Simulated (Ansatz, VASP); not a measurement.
# AgCl (Chlorargyrite): VASP beside Ansatz, part 2 of 2

Aim: how closely do two programs agree when they are given the same cell, functional and k mesh? The cell is taken from a series of VASP runs on this material, whose earlier steps may have relaxed, scaled or displaced it; both programs get it as it stands. Valence electrons are named where the data sets of a main pair hold unlike numbers.

VASP 6.6.1 and Ansatz 0.2.0.

So far. Step 3 (Ansatz: single point, r2SCAN with rVV10): The run ends at a pressure of 0.10 GPa.

## (6) VASP: band structure, r2SCAN with rVV10

Level of this step: r2SCAN with rVV10; plane waves and PAW (Ag, Cl) (VASP).

The same cell, functional, mesh and smearing now go to VASP, with its own data sets.

INCAR reads:

```
SYSTEM = AgCl
PREC = Accurate
ENCUT = 400
EDIFF = 1E-06
NELM = 100
ISMEAR = 0
SIGMA = 0.05
LREAL = .FALSE.
ALGO = Normal
METAGGA = R2SCAN
LUSE_VDW = .TRUE.
IVDW_NL = 2
BPARAM = 11.95
CPARAM = 0.0093
LASPH = .TRUE.
NBANDS = 21
LORBIT = 11
LWAVE = .FALSE.
LCHARG = .FALSE.
KPAR = 2
```

POSCAR reads:

```
AgCl
1.0
    0.0000000000      2.7478564130      2.7478564130
    2.7478564130      0.0000000000      2.7478564130
    2.7478564130      2.7478564130      0.0000000000
Ag Cl
1 1
Direct
    0.0000000000      0.0000000000      0.0000000000
    0.5000000000      0.5000000000      0.5000000000
```

KPOINTS reads:

```
Automatic mesh
0
Gamma
7 7 7
0 0 0
```

KPOINTS_OPT reads:

```
Line mode
16
Line-mode
Reciprocal
  0.00000000   0.00000000   0.00000000 GAMMA
  0.50000000   0.00000000   0.50000000 X

  0.50000000   0.00000000   0.50000000 X
  0.50000000   0.25000000   0.75000000 W

  0.50000000   0.25000000   0.75000000 W
  0.37500000   0.37500000   0.75000000 K

  0.37500000   0.37500000   0.75000000 K
  0.00000000   0.00000000   0.00000000 GAMMA

  0.00000000   0.00000000   0.00000000 GAMMA
  0.50000000   0.50000000   0.50000000 L

  0.50000000   0.50000000   0.50000000 L
  0.62500000   0.25000000   0.62500000 U

  0.62500000   0.25000000   0.62500000 U
  0.50000000   0.25000000   0.75000000 W

  0.50000000   0.25000000   0.75000000 W
  0.50000000   0.50000000   0.50000000 L

  0.50000000   0.50000000   0.50000000 L
  0.37500000   0.37500000   0.75000000 K

  0.62500000   0.25000000   0.62500000 U
  0.50000000   0.00000000   0.50000000 X
```

Potentials, in the order of the species: Ag and Cl (PBE family, release 64).

Launch:

```bash
> mpirun -np 2 vasp_std
```

Numbers of over 12 decimals in the logs are rounded to 6 here.

The log of the run:

```text
[banner, memory and clock lines left out]
running    2 mpi-ranks, on    1 nodes
[...]
[... a notice as in an earlier step ...]

 [... a notice as in an earlier step ...]

 LDA part: xc-table for (None), standard interpolation
 POSCAR, INCAR and KPOINTS ok, starting setup
[...]
entering main loop
       N       E                     dE             d eps       ncg     rms          rms(c)
Total rVV10 correction in eV:      0.5283850    21.5737324
Total rVV10 correction in eV:      0.5283850    21.5737324
DAV:   1     0.655050260118E+02    0.65505E+02   -0.72018E+03   848   0.643E+02
DAV:   2    -0.296006082217E+02   -0.95106E+02   -0.86495E+02   985   0.175E+02
DAV:   3    -0.331430602413E+02   -0.35425E+01   -0.35193E+01  1009   0.343E+01
DAV:   4    -0.331673388659E+02   -0.24279E-01   -0.24275E-01   980   0.313E+00
DAV:   5    -0.331677014086E+02   -0.36254E-03   -0.36254E-03  1031   0.364E-01    0.707E+00
Total rVV10 correction in eV:      0.5277103    21.5737320
Total rVV10 correction in eV:      0.5277103    21.5737320
[...]
Total rVV10 correction in eV:      0.5430918    21.5737320
Total rVV10 correction in eV:      0.5430918    21.5737320
   1 F= -.28091851E+02 E0= -.28091851E+02  d E =-.116224E-12
 Start KPOINTS_OPT (optional k-point list driver)
k-point batch [1-20\160]
       N       E                     dE             ncg
DAV:   1     0.190568027315E+04   -0.52667E+04      840
DAV:   2    -0.294313849709E+02   -0.19351E+04      989
DAV:   3    -0.969912990866E+02   -0.67560E+02      995
DAV:   4    -0.974687384495E+02   -0.47744E+00      975
DAV:   5    -0.974762619236E+02   -0.75235E-02     1042
DAV:   6    -0.974764318981E+02   -0.16997E-03      969
DAV:   7    -0.974764363499E+02   -0.44518E-05     1058
DAV:   8    -0.974764364541E+02   -0.10423E-06      676
[...]
k-point batch [141-160\160]
       N       E                     dE             ncg
DAV:   1     0.189978037328E+04   -0.99903E+04      840
DAV:   2    -0.472272062065E+02   -0.19470E+04     1000
DAV:   3    -0.118047721469E+03   -0.70821E+02     1087
DAV:   4    -0.118547460308E+03   -0.49974E+00      968
DAV:   5    -0.118555082841E+03   -0.76225E-02     1037
DAV:   6    -0.118555251447E+03   -0.16861E-03      994
DAV:   7    -0.118555255779E+03   -0.43322E-05     1091
DAV:   8    -0.118555255879E+03   -0.99470E-07      688
```

OUTCAR, selected parts (step 6):

```text
  Total       -0.0228508     -0.0228508     -0.0228508      0.0000000      0.0000000      0.0000000
  in kB       -0.8822660     -0.8822660     -0.8822660      0.0000000      0.0000000      0.0000000
  external PRESSURE =      -0.8822660 kB  Pullay stress =       0.0000000 kB

 POSITION                                       TOTAL-FORCE (eV/Angst)
 -----------------------------------------------------------------------------------
      0.00000      0.00000      0.00000        -0.000000     -0.000000     -0.000000
      2.74786      2.74786      2.74786         0.000000      0.000000      0.000000
 -----------------------------------------------------------------------------------
    total drift:                                0.000000      0.000000      0.000000

  FREE ENERGIE OF THE ION-ELECTRON SYSTEM (eV)
  ---------------------------------------------------
  free  energy   TOTEN  =       -28.0918513908 eV

  energy  without entropy=      -28.0918513908  energy(sigma->0) =      -28.09185139

[... 1 part as in an earlier step ...]

[... 2 further parts left out ...]
[key lines of the parts left out:]
E-fermi :   4.0518
```

Spin-orbit coupling is off here; it would split degenerate levels.

## (7) Side by side

What differs besides the data sets and the points named for the pairs above, as far as they apply: the data sets hold 26 valence electrons in Ansatz (on its default PAW (the set named soft_2) files) and 18 in VASP. Total energies have different zeros and are not compared.

The two programs side by side:

```
                     quantity  Ansatz   VASP  difference
               pressure (GPa)    0.10  -0.09       +0.19
gap over the path points (eV)   1.417  1.364      +0.053
```

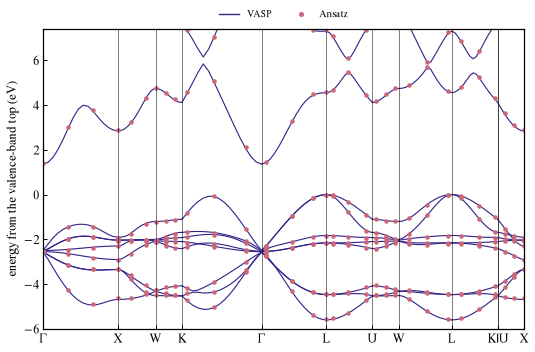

Bands from VASP (lines) and levels from Ansatz (dots). Dots without a line are higher empty bands that the VASP plot leaves out.

Levels at points of the path, from each program's valence-band top (eV; 4 filled, then empty):

```
k (reciprocal lattice)                                    Ansatz                                      VASP
     0.000 0.000 0.000  -2.53 -2.53 -2.51 -2.51 1.42 11.14 11.14  -2.55 -2.55 -2.50 -2.50 1.36 11.28 11.28
     0.167 0.000 0.167    -2.47 -1.98 -1.98 -1.44 3.01 9.48 9.64    -2.45 -1.98 -1.98 -1.44 2.96 9.50 9.70
     0.333 0.000 0.333    -2.37 -1.91 -1.91 -1.44 3.77 8.13 8.54    -2.35 -1.89 -1.89 -1.43 3.73 8.10 8.59
     0.500 0.000 0.500    -2.32 -2.06 -2.06 -1.93 2.89 8.20 9.32    -2.30 -2.04 -2.04 -1.91 2.85 8.24 9.27
     0.500 0.083 0.583    -2.09 -2.06 -2.05 -1.74 3.23 8.14 9.13    -2.07 -2.04 -2.02 -1.73 3.19 8.18 9.09
     0.500 0.183 0.683    -2.06 -2.04 -2.03 -1.30 4.31 8.13 8.61    -2.04 -2.02 -2.01 -1.29 4.28 8.15 8.60
     0.500 0.250 0.750    -2.10 -2.06 -2.02 -1.21 4.77 8.30 8.30    -2.09 -2.04 -2.01 -1.20 4.74 8.30 8.30
     0.450 0.300 0.750    -2.11 -2.00 -1.88 -1.18 4.55 7.88 8.50    -2.08 -1.98 -1.86 -1.18 4.52 7.88 8.49
     0.408 0.342 0.750    -2.12 -1.96 -1.74 -1.13 4.25 7.69 8.62    -2.10 -1.93 -1.73 -1.12 4.22 7.69 8.61
     0.350 0.350 0.700    -2.15 -1.91 -1.68 -0.81 4.58 7.33 8.48    -2.13 -1.89 -1.67 -0.81 4.55 7.32 8.47
```

Among the levels compared at these points, filled levels agree within 27 meV and empty ones within 145 meV. Ansatz's pressure holds a Pulay correction of 0.05 GPa; VASP's holds none.

## (8) Summary of results

```
difference in gap on the k mesh (single point, r2SCAN with rVV10)                           : 0.053 eV
largest difference of a filled level at the path points (band structure, r2SCAN with rVV10) : 27 meV
difference in gap over the path points (band structure, r2SCAN with rVV10)                  : 0.053 eV
```

What this shows: The difference in gap over the path points is 0.053 eV (band structure, r2SCAN with rVV10), within the 0.08 eV picked in this series as the mark of a large difference. The data sets hold unlike numbers of valence electrons (26 in Ansatz and 18 in VASP), so part of the differences comes from the potentials. 2 further runs of this series are not shown here. Such differences can come from data sets, numerical settings and the points named under the comparisons, not from the functional's error against experiment.

[Lines on the potential files, build, host, timing and source positions are cut from VASP's logs without a mark.]

[Logs are printed without paths, hosts, clocks, repeated set-up lines and the standing remarks that a program may print on its own settings, such as how far it seeks lower states.]

[Hosts, paths, dates, database ids (printed as entryN), source tags and the programs' standing remarks are cut or masked in the printed files.]
